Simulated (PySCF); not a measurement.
# C3H6FNSi: the cost of one run

Computed with PySCF 2.14.0, with density-fitted response routines of our own, on a single molecule in the gas phase. Atoms are numbered from 0 throughout.

### Step 1. Starting geometry

12 atoms, charge 0, multiplicity 1; geometry from: GFN2-xTB.

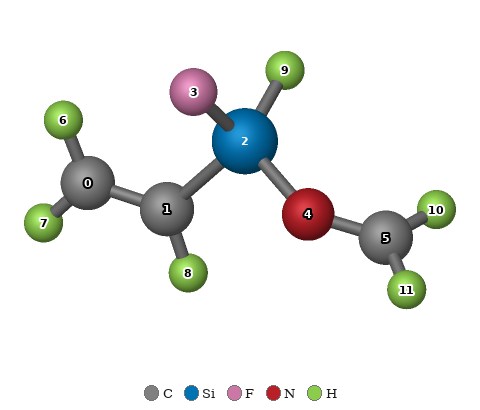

The starting geometry (carbon grey, silicon blue, fluorine pink, nitrogen red, hydrogen green), atoms numbered; sticks join atoms by distance.

### Step 2. Ultraviolet spectrum: PBE0/def2-SVPD

Job settings and geometry (Å):

```
{"job": {"kind": "uv", "xc": "PBE0", "basis": "def2-SVPD", "nstates": 8, "ntriplets": 3}, "charge": 0, "multiplicity": 1}
C      2.466476     0.280050     0.472936
C      1.178495     0.562515     0.358034
Si    -0.089077    -0.643661    -0.326669
F      0.212871    -2.129082     0.221115
N     -1.564195    -0.247845     0.459762
C     -2.665462     0.231044     0.130777
H      2.862064    -0.677607     0.175653
H      3.182942     0.980656     0.875235
H      0.832924     1.538819     0.673820
H     -0.044499    -0.799416    -1.776696
H     -2.952769     0.495968    -0.891179
H     -3.418572     0.407874     0.895344
```

With the program's defaults for keys left out, this is: TDDFT PBE0/def2-SVPD, vertical, gas phase, core orbitals frozen in the response.

Run with:

```sh
$ OMP_NUM_THREADS=1 python probes_run.py task.json out
```

The driver reads the jobs from task.json and runs them one after another.

Q: Estimate the wall time and peak memory of this first job on 1 thread of Arm Neoverse N1, shared host.

About 34 s, with a peak of 0.7 GiB.
